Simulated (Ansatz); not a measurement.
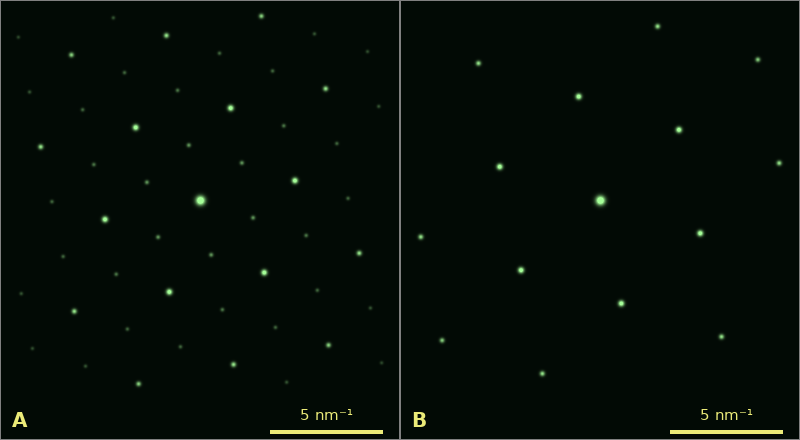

Kinematic electron diffraction patterns (300 kV, B = 0.5 Å², same scale, each along a low-index zone) of two structures of composition GaW2, each relaxed at zero pressure with DFT PBE, scalar-relativistic, plane waves, PAW in Ansatz 0.2.0.

The structures (standard cells):
1. Fm-3m (No. 225), a = 5.951 Å, 12 atoms; generated start, possibly hypothetical
2. P6/mmm (No. 191), a = 4.585 Å, c = 2.696 Å (hexagonal axes), 3 atoms; generated start, possibly hypothetical

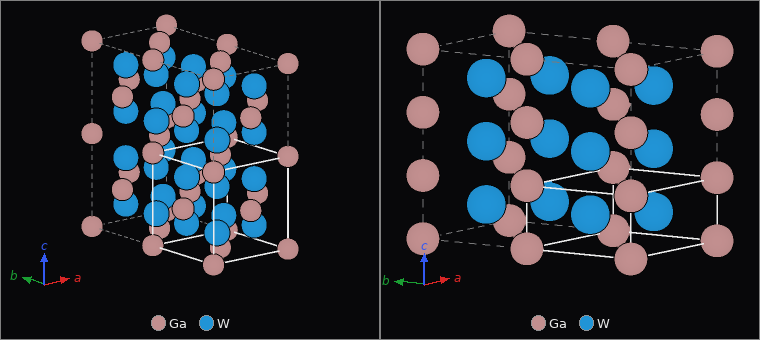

Drawings of the structures 1 to 2, from left to right (each may span several cells).

### Which pattern belongs to which structure, and along which zone?

A is structure 2 along [001]: hexagonal net of 1 -1 0 at d = 3.97 Å and 1 0 0 at d = 3.97 Å, 60.0° apart. B is structure 1 along [111] or an equivalent direction: hexagonal net of -2 2 0 at d = 2.10 Å and -2 0 2 at d = 2.10 Å, 60.0° apart.

### Which structure lies lowest at this level of theory, and by how much?

Structure 2 (P6/mmm, 16.37 Å³ an atom) is the lowest of these; structure 1 (Fm-3m, 17.56 Å³ an atom) lies about 460 meV an atom higher. These are static energies at 0 K; other structures, not shown, may lie lower still.
